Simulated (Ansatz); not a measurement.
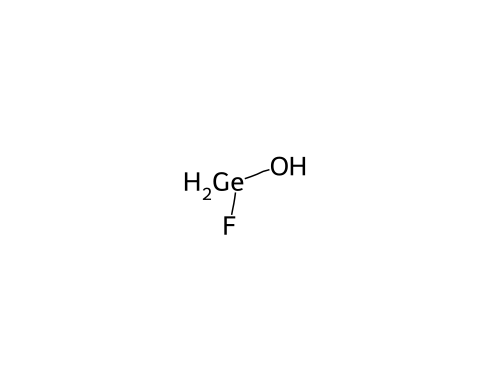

The drawing above gives the connectivity. The geometry was computed by an optimisation with PBE0-D4/def2-TZVP.

What does the molecule look like in three dimensions?

Formula FGeH₃O. Its SMILES string is `[OH][GeH2][F]`. The point group is C1. Coordination: 1 O bent; 1 Ge tetrahedral.

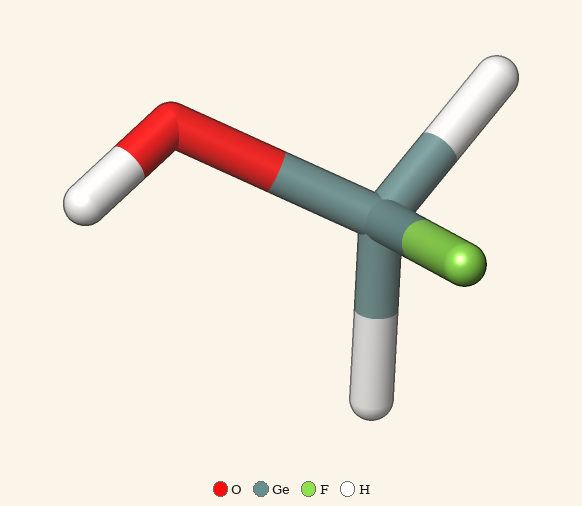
